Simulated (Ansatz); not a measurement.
**r2SCAN/6-31G(d) (spherical functions) run of CH3AlF2O (SMILES C[O][Al]([F])[F])**

What is the vertical ionisation energy of CH3AlF2O at r2SCAN/6-31G* (spherical functions)? 

The calculation is run with Ansatz 0.2.0.

128 further runs of the same task are left out: 128 set aside as unsound or not needed.

### 1 The molecule

CH3AlF2O has 8 atoms, charge 0, and is taken as a singlet. As SMILES, `C[O][Al]([F])[F]`. The shape is that of a PBE0-D4/def2-TZVP optimisation.

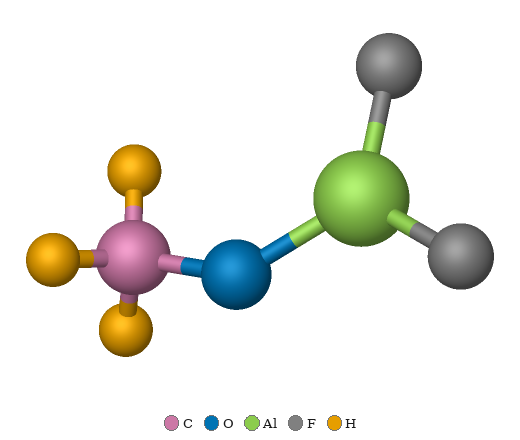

The structure, seen from a chosen angle (carbon pink, oxygen blue, aluminium green, fluorine grey, hydrogen amber).

### 2 The energy at r2SCAN/6-31G(d) (spherical functions)

job.yaml

```yaml
crystal:
  periodic: [false, false, false]
  atoms:
    - {symbol: C, position_ang: [-0.239000, 0.900700, 0.881500]}
    - {symbol: O, position_ang: [-0.459800, -0.316300, 0.222600]}
    - {symbol: Al, position_ang: [0.227600, -1.156300, -1.035300]}
    - {symbol: F, position_ang: [-0.392600, -2.602700, -1.474500]}
    - {symbol: F, position_ang: [1.520300, -0.581200, -1.861800]}
    - {symbol: H, position_ang: [0.609600, 1.454200, 0.465200]}
    - {symbol: H, position_ang: [-0.042800, 0.715700, 1.941600]}
    - {symbol: H, position_ang: [-1.131100, 1.528900, 0.804800]}
basis:
  gaussian:
    orbitals: 6-31G_st_-spherical.json
hamiltonian:
  xc: {name: r2SCAN}
accuracy: high
output: {orbitals: {seedname: orbitals}}
```

The basis set 6-31G* is read from a file made from the Basis Set Exchange's data (not shown).

The run is started by

```sh
$ ansatz run job.yaml --threads 1 --pin off --max-ram 3480MiB --events-out events.jsonl --progress --plain --runs-dir runs
```

Standard output:

```text
Warning: RAYON_NUM_THREADS=1 ignored (pool sized by the plan → 1); use --threads N
Functional definition: r2SCAN
  name "r2SCAN"
  parameter k0 = 0.174
  parameter k1 = 0.065
  parameter a1 = 4.9479
  exchange = r2scan_x(k0 = k0, k1 = k1, a1 = a1)
  correlation = r2scan_c
1751 factors; integrals over basis functions are off by at most 8.8e-9 eV
mean field evaluation 1: about -15154.9192 eV, gradient 6.9e1 eV
mean field evaluation 2: about -15134.2615 eV, gradient 1.3e2 eV
mean field evaluation 4: about -15163.1158 eV, gradient 6.9e0 eV
mean field evaluation 8: about -15163.1879 eV, gradient 9.8e-2 eV
mean field evaluation 16: about -15163.1879 eV, gradient 5.8e-6 eV
mean field -15163.18792967 eV, -557.2368784373 hartree, gradient 4.0e-8 eV, S^2 0.000000; 0 other end points of the search recorded, 0 dependent functions left out
reference -15163.18793070 eV, -557.2368784754 hartree; 24, 24 occupied and 56, 56 virtual orbitals, 1751 factors
Total energy: -15163.18793070 eV, -557.2368784754 hartree
```

It took 6.9 s on 1 thread of Intel Xeon Platinum 8488C (Sapphire Rapids), shared host; peak memory 0.27 GiB.

### 3 The doublet cation at the same level

job.yaml

```yaml
crystal:
  periodic: [false, false, false]
  atoms:
    - symbol: C
      position_ang: [-0.239000, 0.900700, 0.881500]
    - symbol: O
      position_ang: [-0.459800, -0.316300, 0.222600]
    - symbol: Al
      position_ang: [0.227600, -1.156300, -1.035300]
    - symbol: F
      position_ang: [-0.392600, -2.602700, -1.474500]
    - symbol: F
      position_ang: [1.520300, -0.581200, -1.861800]
    - symbol: H
      position_ang: [0.609600, 1.454200, 0.465200]
    - symbol: H
      position_ang: [-0.042800, 0.715700, 1.941600]
    - symbol: H
      position_ang: [-1.131100, 1.528900, 0.804800]
basis:
  gaussian:
    orbitals: 6-31G_st_-spherical.json
accuracy: high
magnetization:
  spin_polarized: true
  initial_magnetization: 1
hamiltonian:
  xc: r2scan
output: {orbitals: {seedname: orbitals}}
total_charge: 1
```

The basis set 6-31G* is read from a file made from the Basis Set Exchange's data (not shown).

The run is started by

```sh
$ ansatz run job.yaml --threads 1 --pin off --max-ram 3480MiB --events-out events.jsonl --progress --plain --runs-dir runs
```

Standard output (excerpt; [...] marks lines left out):

```text
Warning: RAYON_NUM_THREADS=1 ignored (pool sized by the plan → 1); use --threads N
Functional definition: r2SCAN
  name "r2SCAN"
[...]
1749 factors; integrals over basis functions are off by at most 8.8e-9 eV
[...]
mean field -15152.24218919 eV, -556.8346298940 hartree, gradient 2.0e-8 eV, S^2 0.754502; 10 other end points of the search recorded, 0 dependent functions left out
reference -15152.24219542 eV, -556.8346301232 hartree; 24, 23 occupied and 56, 57 virtual orbitals, 1749 factors
Total energy: -15152.24219542 eV, -556.8346301232 hartree
```

Wall time 56 s (1 thread of Intel Xeon Platinum 8488C (Sapphire Rapids), shared host); peak memory 0.45 GiB.

### 4 Summary of results

At r2SCAN/6-31G* (spherical functions):

| quantity | value |
| --- | --- |
| singlet CH3AlF2O: total energy | -557.23688 Eh |
| singlet CH3AlF2O: HOMO energy | -7.21 eV |
| singlet CH3AlF2O: LUMO energy | -1.02 eV |
| singlet CH3AlF2O: HOMO–LUMO gap | 6.19 eV |
| doublet cation: total energy | -556.83463 Eh |
| doublet cation: HOMO energy (highest over α and β) | -14.71 eV |
| doublet cation: LUMO energy (lowest over α and β) | -14.48 eV |
| doublet cation: ⟨S²⟩ | 0.755 |
| vertical ionisation energy (to the doublet cation) | 10.946 eV |

The vertical ionisation energy comes to 10.95 eV (1056 kJ/mol). The negative HOMO energy of the first species, 7.21 eV, lies 3.74 eV below that difference.
